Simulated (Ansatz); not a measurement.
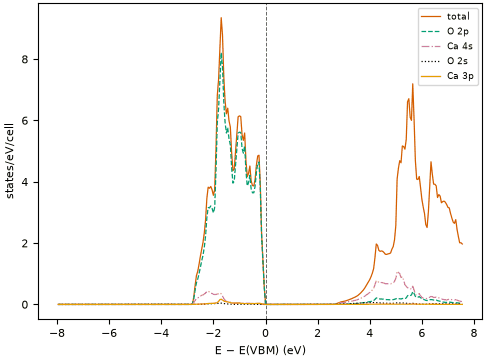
*Total and projected density of states of CaO in space group P4/nmm (No. 129; Ca on 2c, O on 2a), plane-wave PAW PBE (Ansatz code)*

Which orbitals carry the states next to the gap?

Top 1 eV of the valence band: O 2p 94 %. Bottom 1 eV of the conduction band: Ca 4s 57 %, O 2s 16 %, O 2p 9 %, outside the projected shells 15 %. Projections are on Löwdin-orthogonalised atomic valence shells; empty p or d shells of many metals are not among them.

Where is the tallest occupied peak in this window, and what makes it?

Near -1.7 eV, about 9.4 states/eV per cell; the largest projected share is O 2p.

The start of the workflow was typed in or built on a structure type; neither database checked (COD, Materials Project) lists it. It is not the phase usual at ambient conditions (space group No. 225). Symmetry was held in the PBE relaxation; its stability against distortions is not shown here.

Potentials: the earlier of the program's two PAW sets.
